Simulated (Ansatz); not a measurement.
# Cs3Bi2Br9 (P-3m1): phonons and vibrational spectra

The cell of Cs3Bi2Br9 (P-3m1) is at rest. What are its phonons? After the zone centre comes a 2×2×1 q mesh on a 6×6×4 k mesh.

Program: Ansatz 0.2.0. Level of theory: DFT PBEsol, scalar-relativistic, plane waves, PAW; PAW set soft_1. Results are calculated unless marked as measured.

**What experiment says.**

For Cs3Bi2Br9, trigonal (I) (crystalline powder, 300 K), “Pressure induced emergence of visible luminescence in Cs3Bi2Br9: Effect of structural distortion in optical behaviour” (2020, arxiv:2009.01478) gives, by Raman, 532 nm: Raman mode (Eg, Bi-Br stretching) 167 cm⁻¹; Raman mode (A1g, Bi-Br stretching) 192 cm⁻¹.

Report form: the programs' logs are mostly left out.

### 1. The starting structure

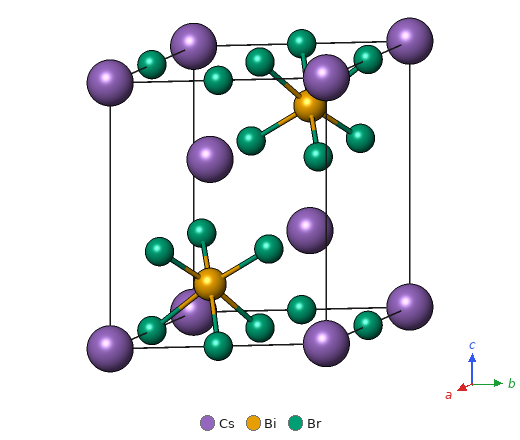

The cell as given, slightly off an axis (caesium purple, bismuth orange, bromine teal). Some periodic images of atoms are drawn too.

### 2. Zone-centre response

The cell comes from relaxations at this level that are not shown. The zone centre comes first: it holds the modes that light can see, as far as symmetry allows. The response to a homogeneous field gives the Born charges and the dielectric tensor, and its change with displacement the Raman tensors.

Input file input.yaml:

```yaml
crystal:
  lattice:
    - [7.9116901094, 0.0, 0.0]
    - [-3.9558450547, 6.8517246216, 0.0]
    - [0.0, 0.0, 9.8098755863]
  atoms:
    - { symbol: Cs, position: [0.6666666667, 0.3333333333, 0.6600357016] }
    - { symbol: Cs, position: [0.3333333333, 0.6666666667, 0.3399642984] }
    - { symbol: Cs, position: [0.0, 0.0, 0.0] }
    - { symbol: Bi, position: [0.6666666667, 0.3333333333, 0.1905003806] }
    - { symbol: Bi, position: [0.3333333333, 0.6666666667, 0.8094996194] }
    - { symbol: Br, position: [0.5, 0.5, 0.0] }
    - { symbol: Br, position: [0.5, 0.0, 0.0] }
    - { symbol: Br, position: [0.0, 0.5, 0.0] }
    - { symbol: Br, position: [0.3297844244, 0.1648922122, 0.3395953109] }
    - { symbol: Br, position: [0.8351077878, 0.1648922122, 0.3395953109] }
    - { symbol: Br, position: [0.8351077878, 0.6702155756, 0.3395953109] }
    - { symbol: Br, position: [0.1648922122, 0.3297844244, 0.6604046891] }
    - { symbol: Br, position: [0.1648922122, 0.8351077878, 0.6604046891] }
    - { symbol: Br, position: [0.6702155756, 0.8351077878, 0.6604046891] }
kpoints:
  mp_grid: { grid: [6, 6, 4] }
hamiltonian:
  xc: pbesol
  pseudopotentials: { kind: paw, azcp: { folder: soft_1 }, xc_functional: pbe }
scf:
  occupations: { method: fixed }
output:
  eigenvalues: true
phonons:
  method: dfpt
  dielectric: true
  rigid_motions: translations
  raman: true
```

Started as:

```console
ansatz run input.yaml --threads 16 --pin off --max-ram 61440MiB --backend cuda --events-out ev --progress --plain --runs-dir out
```

Wall time 64 s (1 × NVIDIA GB200 with 16 threads of Arm Neoverse V2, shared host); peak memory 12 GiB.

This step gave:

* gap on the k-mesh: 2.392 eV
* volume per atom: 37.98 Å³
* sum-rule residual before enforcement: 6.42e-5 eV/Å²
* miss of the charge sum rule: 0.09517 e
* estimated error of the dielectric tensor: 0.02630
* estimated error of the Born charges: 0.04453 e
* point group: -3m
* highest optical mode at the zone centre (no LO-TO term): 187.6 cm⁻¹
* lowest optical zone-centre mode: -11.17 cm⁻¹
* mean high-frequency dielectric constant: 4.197
* largest Born charge (third of the trace): 4.268 e
* top of the zone-centre spectrum with the field: 187.6 cm⁻¹

Without the LO-TO term. Patterns of degenerate modes are one choice out of their space. Modes at Γ, with each element's share of the kinetic energy (negative means imaginary); the lowest 24 and highest 6 of 42:

| mode | frequency (cm⁻¹) | symmetry | Cs % | Bi % | Br % |
| --- | --- | --- | --- | --- | --- |
| 1 | -11.2 | Eu | 4 | 0 | 96 |
| 2 | -11.2 | Eu | 4 | 0 | 96 |
| 3 | -4.5 | A1u | 0 | 0 | 100 |
| 4 | 0.0 | acoustic | 26 | 27 | 47 |
| 5 | 0.0 | acoustic | 26 | 27 | 47 |
| 6 | 0.0 | acoustic | 26 | 27 | 47 |
| 7 | 20.7 | A2u | 89 | 7 | 4 |
| 8 | 23.6 | Eg | 1 | 6 | 93 |
| 9 | 23.6 | Eg | 1 | 6 | 93 |
| 10 | 24.7 | A2g | 0 | 0 | 100 |
| 11 | 28.9 | Eg | 97 | 1 | 2 |
| 12 | 28.9 | Eg | 97 | 1 | 2 |
| 13 | 29.8 | Eu | 94 | 2 | 5 |
| 14 | 29.8 | Eu | 94 | 2 | 5 |
| 15 | 30.4 | Eu | 74 | 8 | 18 |
| 16 | 30.4 | Eu | 74 | 8 | 18 |
| 17 | 31.8 | A2u | 79 | 2 | 19 |
| 18 | 32.0 | A1g | 97 | 3 | 0 |
| 19 | 38.6 | A1u | 0 | 0 | 100 |
| 20 | 40.3 | Eu | 2 | 0 | 98 |
| 21 | 40.3 | Eu | 2 | 0 | 98 |
| 22 | 56.3 | Eu | 1 | 21 | 78 |
| 23 | 56.3 | Eu | 1 | 21 | 78 |
| 24 | 58.1 | A1g | 1 | 17 | 82 |
| 37 | 164.5 | Eu | 0 | 18 | 82 |
| 38 | 164.5 | Eu | 0 | 18 | 82 |
| 39 | 165.0 | Eg | 0 | 33 | 67 |
| 40 | 165.0 | Eg | 0 | 33 | 67 |
| 41 | 174.2 | A2u | 0 | 3 | 97 |
| 42 | 187.6 | A1g | 0 | 26 | 74 |

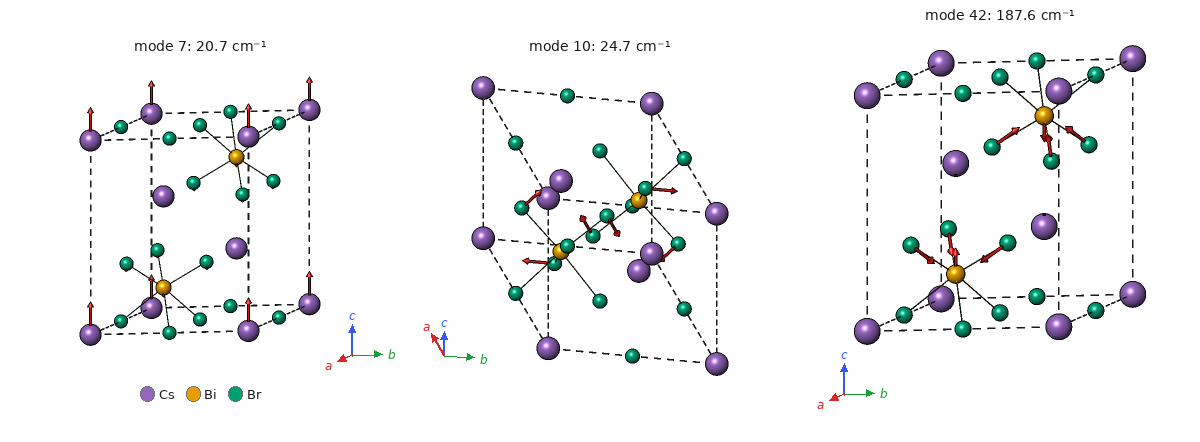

Displacement patterns of modes 7, 10 and 42 at Γ; arrows are exaggerated. Some periodic images of atoms are drawn too.

Optical modes at the zone centre, without and with the macroscopic field of the longitudinal modes; each column is sorted by frequency, so a row need not hold one and the same mode. Modes with and without the field, by row:

| rank among optical modes | no field (cm⁻¹) | q along (1, 0, 0) (cm⁻¹) | q along (0, 0, 1) (cm⁻¹) |
| --- | --- | --- | --- |
| 1 | -11.2 | -11.2 | -11.2 |
| 2 | -11.2 | -11.2 | -11.2 |
| 3 | -4.5 | -4.5 | -4.5 |
| 4 | 20.7 | 20.7 | 20.9 |
| 5 | 23.6 | 23.6 | 23.6 |
| 6 | 23.6 | 23.6 | 23.6 |
| 7 | 24.7 | 24.7 | 24.7 |
| 8 | 28.9 | 28.9 | 28.9 |
| 9 | 28.9 | 28.9 | 28.9 |
| 10 | 29.8 | 29.8 | 29.8 |
| 11 | 29.8 | 29.8 | 29.8 |
| 12 | 30.4 | 30.4 | 30.4 |
| 13 | 30.4 | 31.8 | 30.4 |
| 14 | 31.8 | 32 | 32 |
| 15 | 32 | 38.6 | 38.6 |
| 16 | 38.6 | 38.9 | 40.3 |
| 17 | 40.3 | 40.3 | 40.3 |
| 18 | 40.3 | 40.9 | 44.9 |
| 19 | 56.3 | 56.3 | 56.3 |
| 20 | 56.3 | 58.1 | 56.3 |
| 21 | 58.1 | 58.2 | 58.1 |
| 22 | 58.2 | 59.4 | 59.4 |
| 23 | 59.4 | 59.4 | 59.4 |
| 24 | 59.4 | 59.5 | 59.5 |
| 25 | 63.2 | 63.2 | 63.2 |
| 26 | 63.2 | 63.7 | 63.2 |
| 27 | 67.9 | 67.9 | 69.2 |
| 28 | 72.9 | 72.9 | 72.9 |
| 29 | 72.9 | 72.9 | 72.9 |
| 30 | 87.9 | 87.9 | 87.9 |
| 31 | 130.1 | 130.1 | 130.1 |
| 32 | 130.1 | 147.3 | 130.1 |
| 33 | 148.2 | 148.2 | 164.5 |
| 34 | 164.5 | 164.5 | 164.5 |
| 35 | 164.5 | 165 | 165 |
| 36 | 165 | 165 | 165 |
| 37 | 165 | 174.2 | 170.7 |
| 38 | 174.2 | 184.1 | 184.2 |
| 39 | 187.6 | 187.6 | 187.6 |

Born charge (rows field, columns displacement) (e), principal values of the symmetric part by kind of site:

| atom | atoms with these values | low | middle | high | mean |
| --- | --- | --- | --- | --- | --- |
| Cs1 | 2 | 1.28 | 1.28 | 1.54 | 1.37 |
| Cs3 | 1 | 0.98 | 1.49 | 1.49 | 1.32 |
| Bi4 | 2 | 4.22 | 4.29 | 4.29 | 4.27 |
| Br6 | 3 | -3.59 | -0.72 | -0.65 | -1.65 |
| Br9 | 6 | -2.48 | -0.67 | -0.66 | -1.27 |

In full for Bi4:

```
4.29 0.00 0.00
0.00 4.29 0.00
0.00 0.00 4.22
```

High-frequency dielectric tensor:

```
4.20 0.00 0.00
0.00 4.20 0.00
0.00 0.00 4.19
```

Transverse modes; imaginary modes are left out. Infrared lines, with heights relative to the strongest:

| position (cm⁻¹) | lines merged | relative intensity |
| --- | --- | --- |
| 21 | 1 | 0.4 |
| 24 | 1 | 0.0 |
| 25 | 1 | 0.0 |
| 29 | 1 | 0.0 |
| 30 | 2 | 16 |
| 32 | 2 | 11 |
| 39 | 1 | 0.0 |
| 40 | 1 | 0.2 |
| 56 | 1 | 6.4 |
| 58 | 2 | 1.0 |
| 59 | 1 | 0.0 |
| 63 | 1 | 0.6 |
| 68 | 1 | 1.2 |
| 73 | 1 | 0.0 |
| 88 | 1 | 0.0 |
| 130 | 1 | 100 |
| 148 | 1 | 64 |
| 164 | 1 | 46 |
| 165 | 1 | 0.0 |
| 174 | 1 | 3.3 |
| 188 | 1 | 0.0 |

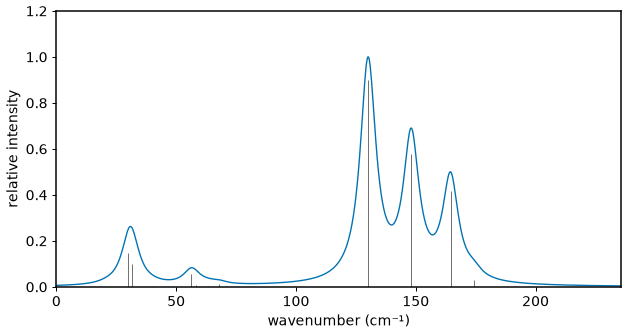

The infrared spectrum, broadened with Lorentzians of width 8 cm⁻¹; bars mark the lines.

Activity x (w_L - w)^4 (n + 1)/w, 532 nm, 300 K; imaginary modes are left out; modes without the macroscopic field alone. Lines of the Raman spectrum (strongest = 100):

| position (cm⁻¹) | lines merged | relative intensity |
| --- | --- | --- |
| 21 | 1 | 0.0 |
| 24 | 1 | 7.6 |
| 25 | 1 | 0.0 |
| 29 | 1 | 7.3 |
| 30 | 2 | 0.0 |
| 32 | 2 | 8.2 |
| 39 | 1 | 0.0 |
| 40 | 1 | 0.0 |
| 56 | 1 | 0.0 |
| 58 | 2 | 62 |
| 59 | 1 | 100 |
| 63 | 1 | 0.0 |
| 68 | 1 | 0.0 |
| 73 | 1 | 17 |
| 88 | 1 | 13 |
| 130 | 1 | 0.0 |
| 148 | 1 | 0.0 |
| 164 | 1 | 0.0 |
| 165 | 1 | 36 |
| 174 | 1 | 0.0 |
| 188 | 1 | 89 |

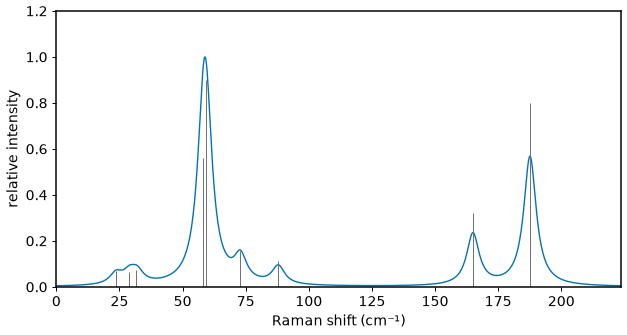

The Raman spectrum, broadened with Lorentzians of width 6 cm⁻¹; bars mark the lines.

Before it was imposed, the acoustic sum rule was missed by 6.4e-5 eV/Å² and the charge sum rule by 0.095 e. The charge miss is large and points to the mesh or the basis. The lowest optical mode is imaginary, 11.2i cm⁻¹, so the energy falls along it.

### 3. Response at finite wavevector

The mesh has a single point along some directions, so zone-edge points there are not solved. Linear response on a 2×2×1 q mesh gives force constants as far as a supercell of that size would, and the tensors from the zone-centre run are typed in so that the long-range dipole term is interpolated apart.

input.yaml, the sections that differ from step 2:

```yaml
phonons:
  method: dfpt
  qmesh: [2, 2, 1]
  temperatures: { t_max: 1000, t_step: 50 }
  qpath:
    path:
      - [[0.0, 0.0, 0.0], [0.5, 0.0, 0.0], [0.33333333, 0.33333333, 0.0], [0.0, 0.0, 0.0], [0.0, 0.0, 0.5], [0.5, 0.0, 0.5], [0.33333333, 0.33333333, 0.5], [0.0, 0.0, 0.5]]
      - [[0.5, 0.0, 0.5], [0.5, 0.0, 0.0]]
      - [[0.33333333, 0.33333333, 0.0], [0.33333333, 0.33333333, 0.5]]
    npoints: 10
  non_analytic_term:
    high_frequency_dielectric_tensor: [[4.1986, 0.0, 0.0], [0.0, 4.1986, 0.0], [0.0, 0.0, 4.1934]]
    born_effective_charges:
      - { species: Cs, tensor: [[1.2756, 0.0, 0.0], [0.0, 1.2756, 0.0], [0.0, 0.0, 1.5448]] }
      - { species: Cs, tensor: [[1.2756, 0.0, 0.0], [0.0, 1.2756, 0.0], [0.0, 0.0, 1.5448]] }
      - { species: Cs, tensor: [[1.4895, 0.0, 0.0], [0.0, 1.4895, 0.0], [0.0, 0.0, 0.981]] }
      - { species: Bi, tensor: [[4.2937, 0.0, 0.0], [0.0, 4.2937, 0.0], [0.0, 0.0, 4.2154]] }
      - { species: Bi, tensor: [[4.2937, 0.0, 0.0], [0.0, 4.2937, 0.0], [0.0, 0.0, 4.2154]] }
      - { species: Br, tensor: [[-2.0875, 0.7909, -1.4107], [0.7909, -1.1743, 0.8145], [-1.0313, 0.5954, -1.6918]] }
      - { species: Br, tensor: [[-0.7177, 0.0, 0.0], [0.0, -2.5441, -1.6289], [0.0, -1.1909, -1.6918]] }
      - { species: Br, tensor: [[-2.0875, -0.7909, 1.4107], [-0.7909, -1.1743, 0.8145], [1.0313, 0.5954, -1.6918]] }
      - { species: Br, tensor: [[-1.6026, -0.5427, 0.6698], [-0.5427, -0.9759, 0.3867], [0.7782, 0.4493, -1.2376]] }
      - { species: Br, tensor: [[-1.6026, 0.5427, -0.6698], [0.5427, -0.9759, 0.3867], [-0.7782, 0.4493, -1.2376]] }
      - { species: Br, tensor: [[-0.6626, 0.0, 0.0], [0.0, -1.916, -0.7735], [0.0, -0.8986, -1.2376]] }
      - { species: Br, tensor: [[-0.6626, 0.0, 0.0], [0.0, -1.916, -0.7735], [0.0, -0.8986, -1.2376]] }
      - { species: Br, tensor: [[-1.6026, 0.5427, -0.6698], [0.5427, -0.9759, 0.3867], [-0.7782, 0.4493, -1.2376]] }
      - { species: Br, tensor: [[-1.6026, -0.5427, 0.6698], [-0.5427, -0.9759, 0.3867], [0.7782, 0.4493, -1.2376]] }
    source: "zone-centre run at this cell"
# crystal, kpoints, hamiltonian, scf, output: as in step 2
```

Wall time 19 s (1 × NVIDIA GB200 with 16 threads); peak memory 8.1 GiB; 66 s of CPU time.

Numbers from this step:

* sum-rule residual before enforcement: 1.77e-5 eV/Å²
* lowest mode on the q mesh (acoustic modes at Γ apart): -16.26 cm⁻¹
* highest frequency at a solved wavevector (no LO-TO term at Γ): 187.6 cm⁻¹

Frequencies (cm⁻¹) solved at each irreducible wavevector; negative means imaginary. Frequencies by wavevector, by row:

| q in reciprocal lattice units | star | mode 1 | mode 2 | mode 3 | mode 4 | mode 40 | mode 41 | mode 42 |
| --- | --- | --- | --- | --- | --- | --- | --- | --- |
| 0 0 0 | 1 | -11.2 | -11.2 | -4.5 | 0 | 165 | 174.2 | 187.6 |
| 0 -0.5 0 | 3 | -16.3 | 15.7 | 19.5 | 22.3 | 174.3 | 180.4 | 184.4 |

Symmetry leaves 2 wavevectors to solve. The lowest mode among them, the acoustic zeros apart, lies at q = (0, -0.5, 0) and is imaginary, 16.3i cm⁻¹, so the energy falls along it.

### 4. Another isotope

An isotope changes the mass and not the force constants, so no new electronic calculation is needed; the shifts show which modes move this element.

The same force constants with the mass of Br changed from 79.904 to 80.916 u (phonopy, no LO-TO term). Both lists are sorted by frequency; levels can cross, so a row need not hold one and the same mode. Modes under 3 cm⁻¹ are left out. Isotope shifts, by row, the first 40 of 60 rows:

| q | rank | natural mass (cm⁻¹) | changed mass (cm⁻¹) |
| --- | --- | --- | --- |
| 0 0 0 | 1 | -11.17 | -11.1 |
| 0 0 0 | 2 | -11.17 | -11.1 |
| 0 0 0 | 3 | -4.49 | -4.47 |
| 0 0 0 | 7 | 20.66 | 20.66 |
| 0 0 0 | 8 | 23.57 | 23.43 |
| 0 0 0 | 9 | 23.57 | 23.43 |
| 0 0 0 | 10 | 24.73 | 24.58 |
| 0 0 0 | 11 | 28.92 | 28.92 |
| 0 0 0 | 12 | 28.92 | 28.92 |
| 0 0 0 | 13 | 29.83 | 29.82 |
| 0 0 0 | 14 | 29.83 | 29.82 |
| 0 0 0 | 15 | 30.39 | 30.35 |
| 0 0 0 | 16 | 30.39 | 30.35 |
| 0 0 0 | 17 | 31.75 | 31.71 |
| 0 0 0 | 18 | 31.98 | 31.97 |
| 0 0 0 | 19 | 38.62 | 38.38 |
| 0 0 0 | 20 | 40.26 | 40.02 |
| 0 0 0 | 21 | 40.26 | 40.02 |
| 0 0 0 | 22 | 56.33 | 56.05 |
| 0 0 0 | 23 | 56.33 | 56.05 |
| 0 0 0 | 24 | 58.11 | 57.81 |
| 0 0 0 | 25 | 58.25 | 57.97 |
| 0 0 0 | 26 | 59.35 | 59.02 |
| 0 0 0 | 27 | 59.35 | 59.02 |
| 0 0 0 | 28 | 63.23 | 62.86 |
| 0 0 0 | 29 | 63.23 | 62.86 |
| 0 0 0 | 30 | 67.9 | 67.53 |
| 0 0 0 | 31 | 72.9 | 72.67 |
| 0 0 0 | 32 | 72.9 | 72.67 |
| 0 0 0 | 33 | 87.91 | 87.66 |
| 0 0 0 | 34 | 130.1 | 129.4 |
| 0 0 0 | 35 | 130.1 | 129.4 |
| 0 0 0 | 36 | 148.2 | 147.5 |
| 0 0 0 | 37 | 164.5 | 163.7 |
| 0 0 0 | 38 | 164.5 | 163.7 |
| 0 0 0 | 39 | 165 | 164.3 |
| 0 0 0 | 40 | 165 | 164.3 |
| 0 0 0 | 41 | 174.2 | 173.2 |
| 0 0 0 | 42 | 187.6 | 186.7 |
| 0 -0.5 0 | 1 | -16.26 | -16.16 |

A mode of this element alone would shift by -0.63 %. The highest zone-centre frequency without the field goes from 187.6 to 186.7 cm⁻¹ (-0.5 %).

### 5. Outcome

| Quantity | Value |
| --- | --- |
| space group (within 0.01 Å) | P-3m1 |
| volume per atom | 38.0 Å³ |
| gap on the k-mesh | 2.39 eV |
| highest optical mode at the zone centre (no LO-TO term) | 188 cm⁻¹ |
| top of the zone-centre spectrum with the field | 188 cm⁻¹ |
| lowest optical zone-centre mode | -11.2 cm⁻¹ |
| mean high-frequency dielectric constant | 4.20 |
| largest Born charge (third of the trace) | 4.27 e |
| lowest mode on the q mesh (acoustic modes at Γ apart) | -16.3 cm⁻¹ |
| imaginary modes on the 2×2×1 q mesh | yes |

In words: Modes are clearly imaginary (beyond 10i cm⁻¹) at 2 of the 2 irreducible wavevectors, most at q = (0, -0.5, 0) (16.3i cm⁻¹), so this structure is not a minimum of the energy. Without the field, the optical modes at Γ span -11 to 188 cm⁻¹ (negative means imaginary). The highest mode in this list at Γ, 187.6 cm⁻¹, is mostly motion of Br (74 % of the kinetic energy). The macroscopic field leaves the top of the zone-centre spectrum where it is. Among the real modes, the strongest infrared line is at 130 cm⁻¹. Averaged over orientations, the strongest Raman line at 532 nm and 300 K is at 59 cm⁻¹. The q mesh is too sparse to interpolate, so only the solved wavevectors are given. The program warns that the interpolation holds no quadrupole term, so branches close to Γ can be off in this crystal. Spin-orbit coupling is left out, which can matter for the heavy elements here. The PAW files were made for PBE and serve the other functionals too. These are harmonic frequencies at zero temperature: anharmonic shifts, linewidths and thermal expansion are left out.

Comparison with the measured values:

```
                                quantity  measured  PBEsol, PAW; PAW set soft_1
 Raman mode, Eg, Bi-Br stretching (cm⁻¹)       167                 165 (-1.2 %)
Raman mode, A1g, Bi-Br stretching (cm⁻¹)       192                 188 (-2.3 %)
```

Measured values from arxiv:2009.01478 (2020).

Verdict: The Raman mode is off by -1.2 %: good agreement. The Raman mode is off by -2.3 %: good agreement. The grades are ours: good and fair within 3 and 7 % for the Raman mode. 4 further measured lines are left out: they lack a usable label, or no computed mode of their label or degeneracy could be paired (by label, or within 15 % without labels). For Raman mode the calculation has a static lattice, without zero-point motion or thermal motion (measured at up to 300 K).

[Logs are printed without paths, hosts, clocks, repeated set-up lines and the standing remarks that a program may print on its own settings, such as how far it seeks lower states.]

[Hosts, paths, dates, database ids (printed as entryN), source tags and the programs' standing remarks are cut or masked in the printed files.]
